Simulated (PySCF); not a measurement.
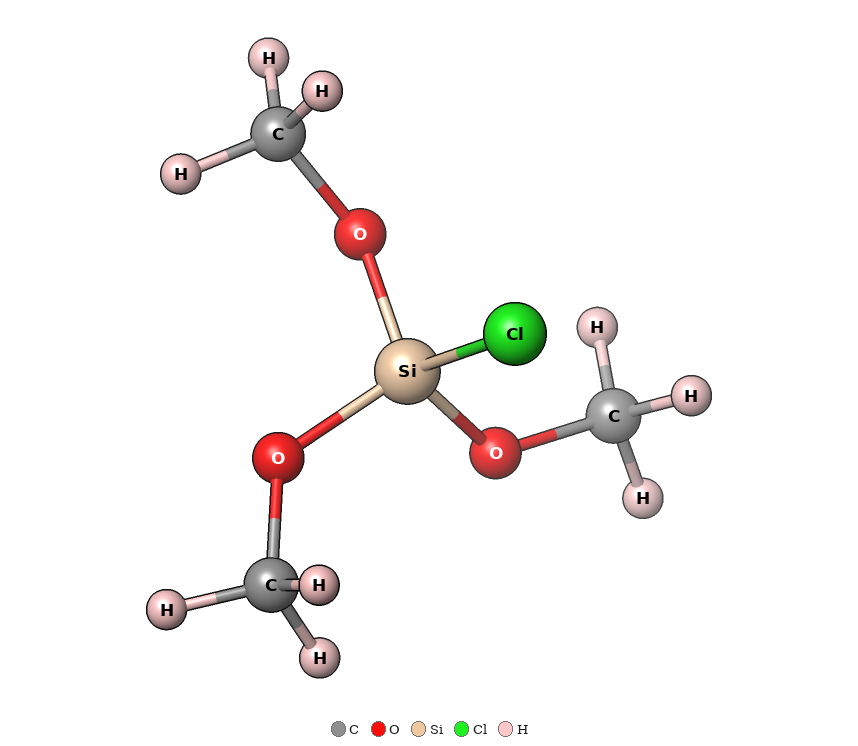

Orthographic view. Distant atoms are faded towards the background colour. The computed structure is the end point of a GFN2-xTB optimisation. No frequency run is at hand to confirm it as a minimum.

Question: Give the standard InChI.

Answer: InChI=1S/C3H9ClO3Si/c1-5-8(4,6-2)7-3/h1-3H3
